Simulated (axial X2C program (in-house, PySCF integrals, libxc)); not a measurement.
# Relativistic diatomic calculation, with input and output: TlMn

System: TlMn, single determinant with Ω = 3. The distance is the PBE0 minimum at charge 0.
Method: expectation values, HF and Kohn-Sham, two-component X2C with atomic mean-field Coulomb and Gaunt terms, Tl dyall-cv3z, Mn dyall-cv3z (cores contracted) (axial X2C program (in-house, PySCF integrals, libxc)).

Input:
```
{"zs": [81, 25], "q": 0, "bas": ["dyall-cv3z", "dyall-cv3z"], "r0": 2.63, "levels": ["PBE0", "HF", "BP86", "r2SCAN", "LDA"], "nst": 3}
```

The line is the task of a batch: nuclear charges, charge, bases, the levels to run, a first guess of the distance and further settings. This report covers the levels named above. The log is that of the reference distance, started from orbitals converged before.

The run was one of a batch that the task file lists, launched with:
```bash
python <driver script> task.json out
```

Log:
```
two-component X2C + atomic mean field  PBE0
basis functions 270  fitting functions 1466  grid points 5804
iter        total energy     max residual
   1     -21412.330346637     1.38e-05
   2     -21412.330346666     1.33e-05
   3     -21412.330346677     9.97e-06
   4     -21412.330346687     6.25e-06
   5     -21412.330346695     3.04e-06
   6     -21412.330346696     8.34e-07
converged
one-electron -30037.59127989  Coulomb 8716.02137151  exact exchange -108.00533935  xc functional -330.86349748  nuclear repulsion 367.73639400  atomic mean-field constant -19.62799549
```

Expectation values by level of theory:

| quantity | PBE0 | HF | BP86 | r2SCAN | LDA |
| --- | --- | --- | --- | --- | --- |
| effective field for an electron dipole moment (GV/cm) | 20.3 | 23.5 | 21.3 | 36.0 | 19.0 |
| field gradient at the first nucleus (a.u.) | −2.60 | −4.35 | −4.04 | −3.36 | −4.02 |
| field gradient at the second nucleus (a.u.) | −0.361 | −0.674 | −0.521 | −0.457 | −0.530 |
| A∥/gI, first nucleus (MHz) | 774 | 923 | 524 | 818 | 490 |
| A∥/gI, second nucleus (MHz) | 202 | 145 | 269 | 322 | 271 |

Each column comes from one determinant with 2 or more unpaired spinors, which can mix states, in a basis with contracted cores. The levels disagree widely: A∥/gI at the second nucleus runs from 145 to 322 MHz. They may not all have settled in the same state, and these values aren't reliable properties of the molecule.

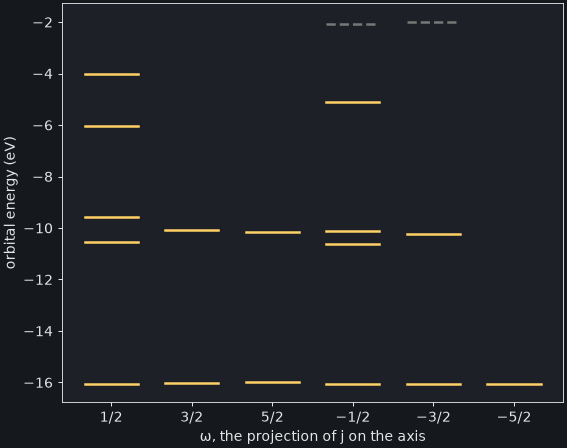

**Figure 1.** Orbital energies (PBE0) near the frontier at 2.91 Å, filled (solid) and empty (dashed). The highest filled spinor (1/2; 66 % Tl p, 16 % Mn d) lies at −4.00 eV, the lowest empty one (−1/2; 47 % Tl p, 26 % Mn p) at −2.07 eV.

Key numbers:

```tsv
quantity	value
outcome	converged; the levels of theory disagree widely
hardware	1 thread of AMD EPYC (Zen 5), 16 GiB of memory available, shared host
wall time	3.7 s
peak memory	0.66 GiB
```
